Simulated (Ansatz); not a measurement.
## Geometry relaxation, with input and output: WH$_{5}$BrOF$_{2}$ (part 2 of 2)

The same run, continued: WH$_{5}$BrOF$_{2}$; RKS revPBE-D4/def2-SVP (Ansatz 0.2.0). It belongs to a series of runs on one base structure; here: end point A relaxed.

Geometry of the input (Å):
```
W  0.1641  -0.3739  0.0326
F  0.0163  -0.2620  1.9052
O  1.9898  -0.2300  -0.5254
H  2.5173  -0.9297  -0.0724
H  0.2527  0.8802  -1.0860
H  -0.8370  0.9737  0.2330
F  -0.2860  -2.1851  -0.3126
H  -1.0627  -0.2478  -1.1204
Br 1.6855  2.5640  1.8399
H  0.8043  1.5904  2.5765
```

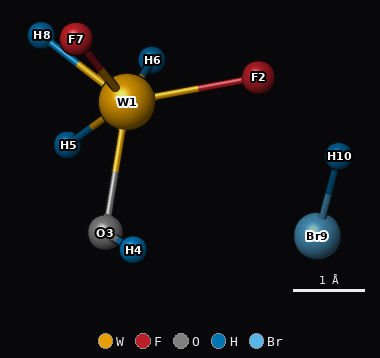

**Figure 1.** The geometry at step 7 of the log (ball-and-stick view, seen at a tilt; atoms are numbered from 1 in the order of the input).

Trajectory as extended XYZ (Å, eV, eV/Å), 12 frames, from step=1 to step=12
```
10
Properties=species:S:1:pos:R:3:forces:R:3 step=1 energy=-79416.14875
W     0.1641   -0.3739    0.0326   -0.0050  -0.0057  -0.9704
F     0.0163   -0.2620    1.9052   -0.0824   0.0135   0.9262
O     1.9898   -0.2300   -0.5254    0.0458  -0.0295  -0.0469
H     2.5173   -0.9297   -0.0724    0.0219  -0.0059   0.0128
H     0.2527    0.8802   -1.0860    0.0107  -0.0080   0.0221
H    -0.8370    0.9737    0.2330    0.0015  -0.0327   0.0063
F    -0.2860   -2.1851   -0.3126   -0.0144  -0.0011   0.0058
H    -1.0627   -0.2478   -1.1204    0.0100  -0.0039   0.0068
Br    1.6855    2.5640    1.8399   -0.7882  -0.8289   0.6744
H     0.8043    1.5904    2.5765    0.8000   0.9021  -0.6370
10
Properties=species:S:1:pos:R:3:forces:R:3 step=2 energy=-79416.21565
W     0.1597   -0.3945    0.0037   -0.0081  -0.1533   0.0045
F     0.0251   -0.2746    1.9063    0.0267   0.0142   0.0238
O     1.9851   -0.2726   -0.5693   -0.0175   0.0505   0.0297
H     2.5151   -0.9593   -0.0987   -0.0062  -0.0078  -0.0119
H     0.2569    0.8637   -1.1068   -0.0139  -0.0034  -0.0181
H    -0.8434    0.9466    0.2177    0.0135   0.0347  -0.0144
F    -0.3067   -2.2033   -0.3328   -0.0064   0.0429  -0.0082
H    -1.0707   -0.2645   -1.1432    0.0210   0.0201  -0.0019
Br    1.6819    2.6444    1.9494   -0.1204  -0.1274   0.0927
H     0.8414    1.6938    2.6440    0.1113   0.1293  -0.0963
10
Properties=species:S:1:pos:R:3:forces:R:3 step=3 energy=-79416.21672
W     0.1630   -0.4022    0.0116   -0.0083   0.0888  -0.0640
F     0.0409   -0.2774    1.9168    0.0025   0.0038  -0.0169
O     1.9870   -0.2646   -0.5595    0.0102  -0.0768   0.0083
H     2.5126   -0.9794   -0.1247   -0.0096   0.0516   0.0028
H     0.2501    0.8519   -1.1057    0.0402  -0.0068   0.0366
H    -0.8217    0.9561    0.2173    0.0057  -0.0369   0.0299
F    -0.3164   -2.2043   -0.3358   -0.0113  -0.0050  -0.0085
H    -1.0589   -0.2497   -1.1401   -0.0270  -0.0300   0.0126
Br    1.6602    2.6466    1.9505    0.0400   0.0617  -0.0336
H     0.8274    1.7029    2.6400   -0.0424  -0.0503   0.0328
10
Properties=species:S:1:pos:R:3:forces:R:3 step=4 energy=-79416.21821
W     0.1612   -0.4035    0.0059   -0.0123  -0.0151  -0.0287
F     0.0466   -0.2784    1.9110    0.0031   0.0025  -0.0152
O     1.9851   -0.2723   -0.5668    0.0176  -0.0283   0.0307
H     2.5154   -0.9680   -0.1081   -0.0150   0.0239  -0.0156
H     0.2578    0.8537   -1.1057   -0.0017  -0.0054   0.0059
H    -0.8262    0.9500    0.2206    0.0074  -0.0031   0.0086
F    -0.3253   -2.2033   -0.3437    0.0074  -0.0049   0.0070
H    -1.0671   -0.2578   -1.1406   -0.0038   0.0218   0.0100
Br    1.6645    2.6536    1.9548    0.0122   0.0274  -0.0100
H     0.8322    1.7056    2.6431   -0.0149  -0.0189   0.0074
10
Properties=species:S:1:pos:R:3:forces:R:3 step=5 energy=-79416.21853
W     0.1601   -0.4062    0.0023   -0.0002  -0.0227   0.0085
F     0.0497   -0.2785    1.9071    0.0069  -0.0007  -0.0099
O     1.9847   -0.2760   -0.5681    0.0154  -0.0138   0.0214
H     2.5149   -0.9702   -0.1073   -0.0135   0.0177  -0.0122
H     0.2581    0.8514   -1.1079   -0.0018   0.0008  -0.0033
H    -0.8254    0.9475    0.2212    0.0057   0.0062   0.0009
F    -0.3258   -2.2066   -0.3450   -0.0053   0.0015  -0.0046
H    -1.0704   -0.2546   -1.1408   -0.0040   0.0050   0.0030
Br    1.6643    2.6640    1.9629   -0.0029   0.0088   0.0030
H     0.8338    1.7090    2.6459   -0.0003  -0.0027  -0.0070
10
Properties=species:S:1:pos:R:3:forces:R:3 step=6 energy=-79416.21919
W     0.1589   -0.4140   -0.0021   -0.0078  -0.0349   0.0061
F     0.0607   -0.2861    1.9023    0.0118   0.0119   0.0096
O     1.9846   -0.2844   -0.5679    0.0112   0.0030   0.0063
H     2.5139   -0.9783   -0.1062   -0.0066   0.0066  -0.0044
H     0.2598    0.8451   -1.1095    0.0014   0.0070  -0.0077
H    -0.8181    0.9442    0.2248    0.0050   0.0098   0.0008
F    -0.3360   -2.2108   -0.3548   -0.0083   0.0029  -0.0068
H    -1.0764   -0.2495   -1.1386    0.0003  -0.0023  -0.0007
Br    1.6586    2.7026    1.9881   -0.0334  -0.0333   0.0261
H     0.8381    1.7110    2.6343    0.0264   0.0293  -0.0293
10
Properties=species:S:1:pos:R:3:forces:R:3 step=7 energy=-79416.21977
W     0.1581   -0.4245   -0.0077   -0.0042  -0.0018   0.0161
F     0.0833   -0.2878    1.8969    0.0087   0.0050   0.0168
O     1.9847   -0.2954   -0.5696    0.0035   0.0074  -0.0108
H     2.5133   -0.9884   -0.1066    0.0016  -0.0047   0.0041
H     0.2640    0.8361   -1.1124   -0.0015   0.0029  -0.0085
H    -0.8041    0.9426    0.2304    0.0043   0.0030  -0.0083
F    -0.3542   -2.2158   -0.3640   -0.0076   0.0034  -0.0068
H    -1.0835   -0.2427   -1.1352    0.0021  -0.0070  -0.0002
Br    1.6437    2.7472    2.0217   -0.0613  -0.0751   0.0475
H     0.8390    1.7086    2.6169    0.0544   0.0668  -0.0498
10
Properties=species:S:1:pos:R:3:forces:R:3 step=8 energy=-79416.22022
W     0.1587   -0.4267   -0.0078   -0.0056  -0.0030   0.0073
F     0.0932   -0.2881    1.8976    0.0044   0.0099   0.0068
O     1.9852   -0.2994   -0.5709   -0.0004   0.0045  -0.0097
H     2.5134   -0.9923   -0.1072    0.0024  -0.0047   0.0033
H     0.2657    0.8333   -1.1132   -0.0005   0.0004  -0.0055
H    -0.7978    0.9439    0.2317    0.0048   0.0011  -0.0011
F    -0.3619   -2.2156   -0.3649   -0.0018   0.0054  -0.0025
H    -1.0851   -0.2398   -1.1320    0.0030  -0.0050   0.0016
Br    1.6349    2.7625    2.0367   -0.0458  -0.0577   0.0344
H     0.8378    1.7021    2.6004    0.0395   0.0492  -0.0345
10
Properties=species:S:1:pos:R:3:forces:R:3 step=9 energy=-79416.22091
W     0.1613   -0.4265   -0.0092   -0.0025   0.0085  -0.0240
F     0.1091   -0.2708    1.8951    0.0012   0.0016   0.0247
O     1.9850   -0.3080   -0.5825    0.0021  -0.0013  -0.0016
H     2.5133   -0.9980   -0.1142    0.0031   0.0000  -0.0012
H     0.2660    0.8234   -1.1264    0.0002  -0.0022  -0.0007
H    -0.7845    0.9524    0.2252   -0.0009  -0.0033   0.0004
F    -0.3684   -2.2148   -0.3537   -0.0044  -0.0047   0.0034
H    -1.0901   -0.2426   -1.1250    0.0022   0.0014  -0.0018
Br    1.6201    2.7762    2.0731    0.0019   0.0059   0.0029
H     0.8324    1.6885    2.5879   -0.0029  -0.0059  -0.0020
10
Properties=species:S:1:pos:R:3:forces:R:3 step=10 energy=-79416.22132
W     0.1631   -0.4307   -0.0146    0.0010  -0.0050   0.0007
F     0.1331   -0.2543    1.8901    0.0026  -0.0032  -0.0080
O     1.9843   -0.3227   -0.5985   -0.0046  -0.0077   0.0081
H     2.5135   -1.0091   -0.1254    0.0020   0.0044  -0.0040
H     0.2679    0.8075   -1.1446   -0.0053   0.0021   0.0075
H    -0.7711    0.9559    0.2204    0.0027   0.0022  -0.0124
F    -0.3848   -2.2173   -0.3404    0.0024   0.0080   0.0037
H    -1.0948   -0.2439   -1.1222   -0.0011  -0.0008   0.0028
Br    1.6032    2.8163    2.1388   -0.0307  -0.0439   0.0192
H     0.8300    1.6780    2.5668    0.0309   0.0439  -0.0176
10
Properties=species:S:1:pos:R:3:forces:R:3 step=11 energy=-79416.22094 accepted=F
W     0.1642   -0.4328   -0.0167   -0.0213   0.0162  -0.0160
F     0.1431   -0.2455    1.8873   -0.0071   0.0167  -0.0130
O     1.9834   -0.3303   -0.6076   -0.0017  -0.0001   0.0098
H     2.5145   -1.0129   -0.1311   -0.0019   0.0033  -0.0096
H     0.2626    0.8032   -1.1492    0.0213  -0.0158  -0.0160
H    -0.7640    0.9610    0.1988    0.0035  -0.0141   0.0502
F    -0.3896   -2.2195   -0.3303    0.0031   0.0008   0.0023
H    -1.0996   -0.2491   -1.1178    0.0042  -0.0065  -0.0091
Br    1.5976    2.8327    2.1757   -0.0406  -0.0617   0.0208
H     0.8321    1.6731    2.5615    0.0407   0.0610  -0.0195
10
Properties=species:S:1:pos:R:3:forces:R:3 step=12 energy=-79416.22147
W     0.1631   -0.4309   -0.0163    0.0065  -0.0021   0.0006
F     0.1361   -0.2478    1.8876    0.0007   0.0005  -0.0019
O     1.9835   -0.3256   -0.6030   -0.0036  -0.0042   0.0057
H     2.5136   -1.0109   -0.1294    0.0003   0.0037  -0.0033
H     0.2660    0.8048   -1.1488   -0.0004  -0.0017  -0.0020
H    -0.7681    0.9586    0.2121   -0.0023  -0.0013   0.0002
F    -0.3859   -2.2183   -0.3339   -0.0007   0.0007   0.0011
H    -1.0971   -0.2488   -1.1219   -0.0010   0.0036  -0.0017
Br    1.6012    2.8225    2.1577   -0.0124  -0.0179   0.0084
H     0.8318    1.6762    2.5662    0.0129   0.0188  -0.0072
```

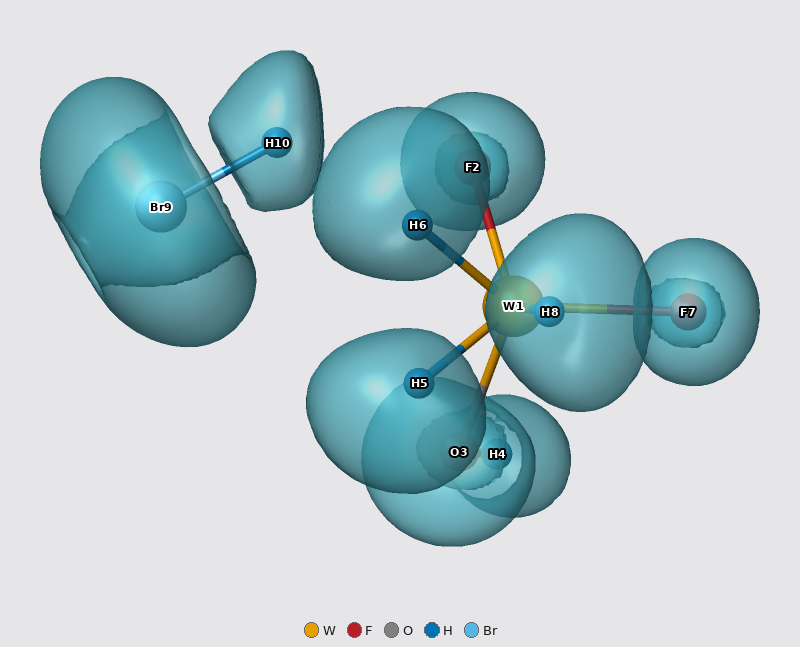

**Figure 2.** Isosurface of the electron localisation function at 0.75 (cyan), seen at an oblique angle. Core shells and regions of very low density are left out. W–F (1.90 Å): the ELF peaks at about 0.85 in the valence shell of F, 0.5 Å from its nucleus, and drops to about 0.20 between the two atoms.

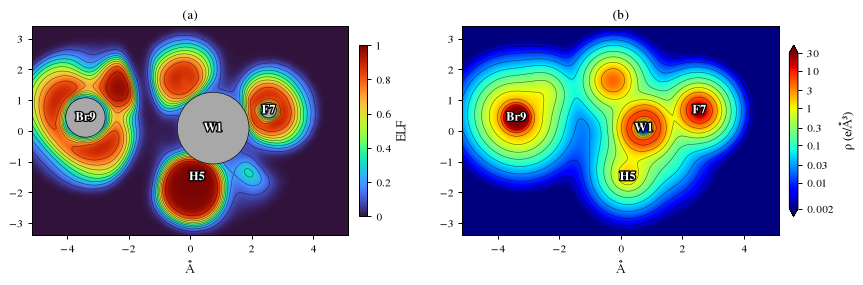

**Figure 3.** (a) electron localisation function; (b) electron density on the plane of atoms H5, W1 and F7. Grey discs, where drawn, cover atomic cores. Atoms in the plane: W, H, F and Br. W–F (1.90 Å): ρ is about 0.98 e/Å³ halfway; the ELF peaks at about 0.85 in the valence shell of F, 0.5 Å from its nucleus, and drops to about 0.20 between the two atoms. W–H (1.68 Å): ρ is about 1.7 e/Å³ halfway, with its minimum of 1 e/Å³ about 1.1 Å from W; the ELF climbs to about 1 towards the hydrogen, as it does in any bond to H.
